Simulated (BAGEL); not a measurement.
**GaCl (SMILES [Cl][Ga]): B3LYP/6-31G(d) (density fitting with cc-pvqz-jkfit, spherical functions)**

Aim: the energy change on altering one bond length of GaCl at B3LYP/6-31G* (density fitting with cc-pvqz-jkfit, spherical functions), from 2 runs. 

The results are computed with BAGEL 1.2.2.

10 further runs of the same task are left out: 7 that didn't finish, 3 set aside as unsound or not needed.

## (1) Starting point

GaCl: 2 atoms, total charge 0, spin state singlet. As SMILES, `[Cl][Ga]`. The coordinates come from a PBE0-D4/def2-TZVP relaxation.

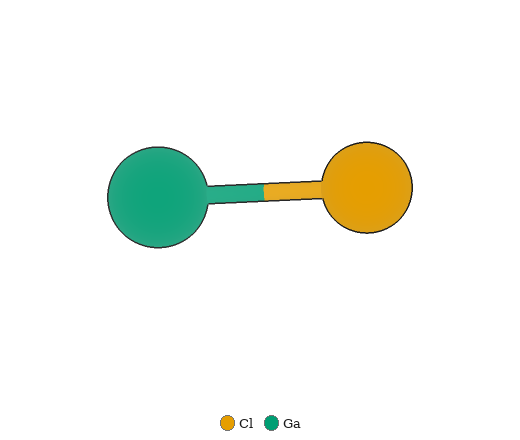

The structure, seen from a chosen angle (chlorine amber, gallium teal).

## (2) The energy at B3LYP/6-31G(d) (density fitting with cc-pvqz-jkfit, spherical functions)

Input file input.json:

```json
{ "bagel" : [

{
  "title" : "molecule",
  "basis" : "6-31gs.json",
  "df_basis" : "cc-pvqz-jkfit",
  "angstrom" : true,
  "geometry" : [
    { "atom" : "Cl", "xyz" : [       0.000000,       0.000000,      -0.023560 ] },
    { "atom" : "Ga", "xyz" : [       0.000000,       0.000000,       2.192160 ] }
  ]
},

{ "title" : "ks", "xc_func" : "b3lyp" },

{ "title" : "print", "file" : "orbitals.molden", "orbitals" : true }

]}
```

The basis set 6-31G* is read from a file made from the Basis Set Exchange's data (not shown).

Command:

```console
$ BAGEL_NUM_THREADS=1 BAGEL input.json > input.out
```

Log:

```text
* using 1 threads per process

  ===============================================================
  ===============================================================

  *** Geometry ***

  { "atom" : "Cl", "xyz" : [      0.000000,      0.000000,     -0.044522 ] },
  { "atom" : "Ga", "xyz" : [      0.000000,      0.000000,      4.142582 ] },

  Number of auxiliary basis functions:      366

  Since a DF basis is specified, we compute 2- and 3-index integrals:
    o Being stored without compression. Storage requirement is 0.007 GB

  Number of basis functions:       50
  Number of electrons      :       48

    * METHOD: MOLECULE                             0.10

  *** Kohn-Sham DFT ***

    * Removing 1843 points whose weight is below 1.00e-10
    * Grid points: 27969

  === Nuclear Repulsion ===
   125.8626496232

       - DIIS with orbital gradients will be used.

  === KS iteration (b3lyp / 6-31gs.json) ===
      0      -2323.75420323          0.15835455           0.08
      1      -2121.80383466          0.19021676           0.07
      2      -2158.39415163          0.13039522           0.06
      3      -2310.33254822          0.17262040           0.06
      4      -2378.45218193          0.13944637           0.06
      5      -2381.95801979          0.05913285           0.06
      6      -2347.09213081          0.39116454           0.06
      7      -2321.85402108          0.18454375           0.06
      8      -2372.08226844          0.14149676           0.06
      9      -2381.07913163          0.10180387           0.06
     10      -2382.85416859          0.08670580           0.06
     11      -2383.18954370          0.09978288           0.06
     12      -2381.66571324          0.11573688           0.06
     13      -2384.85021208          0.00933648           0.06
     14      -2384.88789824          0.00293667           0.06
     15      -2384.89052903          0.00095173           0.06
     16      -2384.89082014          0.00010920           0.06
     17      -2384.89082465          0.00002077           0.06
     18      -2384.89082483          0.00000578           0.06
     19      -2384.89082484          0.00000064           0.06
     20      -2384.89082484          0.00000015           0.07
     21      -2384.89082484          0.00000008           0.07
     22      -2384.89082484          0.00000002           0.07
     23      -2384.89082484          0.00000000           0.07
    * SCF iteration converged.

    * Permanent dipole moment:
           (   -0.000000,     0.000000,    -0.922930) a.u.

    * METHOD: KS                                   1.63

    * METHOD: PRINT                                0.00

  ===============================================================
```

It took 1.9 s on 1 thread of Arm Neoverse V2, shared host; peak memory 0.14 GiB.

## (3) The distorted shape, same level

Input file dft.json:

```json
{ "bagel": [

{
  "title": "molecule",
  "basis": "6-31gs.json",
  "df_basis": "cc-pvqz-jkfit",
  "angstrom": true,
  "geometry": [
    { "atom": "Cl", "xyz": [       0.000000,       0.000000,      -1.796140 ] },
    { "atom": "Ga", "xyz": [       0.000000,       0.000000,       2.192160 ] }
  ]
},

{ "title": "ks", "xc_func": "b3lyp" },

{ "title": "print", "file": "orbitals.molden", "orbitals": true }

]}
```

The basis set 6-31G* is read from a file made from the Basis Set Exchange's data (not shown).

Command:

```console
$ BAGEL_NUM_THREADS=1 BAGEL dft.json > dft.out
```

Log:

```text
* using 1 threads per process

  ===============================================================
  ===============================================================

  *** Geometry ***

  { "atom" : "Cl", "xyz" : [      0.000000,      0.000000,     -3.394213 ] },
  { "atom" : "Ga", "xyz" : [      0.000000,      0.000000,      4.142582 ] },

  Number of auxiliary basis functions:      366

  Since a DF basis is specified, we compute 2- and 3-index integrals:
    o Being stored without compression. Storage requirement is 0.007 GB

  Number of basis functions:       50
  Number of electrons      :       48

    * METHOD: MOLECULE                             0.09

  *** Kohn-Sham DFT ***

    * Removing 1070 points whose weight is below 1.00e-10
    * Grid points: 28742

  === Nuclear Repulsion ===
    69.9236241063

       - DIIS with orbital gradients will be used.

  === KS iteration (b3lyp / 6-31gs.json) ===
      0      -2318.63450193          0.14542336           0.07
      1      -2089.06190060          0.15784574           0.06
      2      -2138.29966910          0.11479781           0.06
      3      -2297.32896123          0.09224013           0.06
      4      -2358.07111807          0.18743077           0.06
      5      -2359.32771329          0.17687161           0.06
      6      -2359.69708160          0.17466778           0.06
      7      -2374.34902765          0.12480632           0.06
      8      -2359.35425573          0.17757999           0.06
      9      -2269.05985082          0.17625138           0.06
     10      -2373.56280414          0.12710143           0.07
     11      -2373.64053942          0.12666747           0.07
     12      -2373.28027164          0.13302282           0.06
     13      -2374.42821259          0.13028280           0.06
     14      -2383.25042731          0.10266386           0.06
     15      -2368.89719692          0.04986197           0.07
     16      -2270.43947494          0.12967445           0.06
     17      -2383.41976059          0.06026678           0.06
     18      -2381.16625891          0.03969088           0.06
     19      -2383.90966389          0.07348835           0.07
     20      -2383.92116271          0.06599728           0.07
     21      -2377.15856308          0.07580745           0.06
     22      -2384.74210827          0.00553324           0.06
     23      -2384.76921237          0.00413978           0.06
     24      -2384.77367022          0.00364423           0.06
     25      -2384.77457115          0.00377089           0.06
     26      -2384.77946385          0.00295362           0.06
     27      -2384.78578642          0.00146751           0.06
     28      -2384.78637296          0.00033820           0.06
     29      -2384.78644854          0.00012113           0.06
     30      -2384.78645843          0.00003319           0.06
     31      -2384.78645935          0.00002665           0.06
     32      -2384.78645983          0.00000314           0.06
     33      -2384.78645983          0.00000028           0.06
     34      -2384.78645983          0.00000005           0.06
     35      -2384.78645983          0.00000005           0.06
     36      -2384.78645983          0.00000001           0.06
     37      -2384.78645983          0.00000002           0.06
     38      -2384.78645983          0.00000000           0.06
    * SCF iteration converged.

    * Permanent dipole moment:
           (    0.000000,     0.000000,    -4.518182) a.u.

    * METHOD: KS                                   2.46

    * METHOD: PRINT                                0.00

  ===============================================================
```

Wall time 2.7 s (1 thread of Arm Neoverse V2, shared host); peak memory 0.14 GiB.

## (4) Summary of results

At B3LYP/6-31G* (density fitting with cc-pvqz-jkfit, spherical functions):

```
                                                           quantity           value
                                          first shape: total energy  -2384.89082 Eh
                                         first shape: dipole moment          2.35 D
                                           first shape: HOMO energy        -7.38 eV
                                           first shape: LUMO energy        -1.95 eV
                                         first shape: HOMO–LUMO gap         5.44 eV
                                      distorted shape: total energy  -2384.78646 Eh
                                     distorted shape: dipole moment         11.48 D
                                       distorted shape: HOMO energy        -5.49 eV
                                       distorted shape: LUMO energy        -3.95 eV
                                     distorted shape: HOMO–LUMO gap         1.53 eV
energy change with the Cl1–Ga2 bond stretched from 2.216 to 3.988 Å        2.840 eV
```

With the Cl1–Ga2 bond stretched from 2.216 to 3.988 Å the energy rises by 2.84 eV (65 kcal/mol). The first shape isn't relaxed at this level, so the change isn't measured from a minimum.
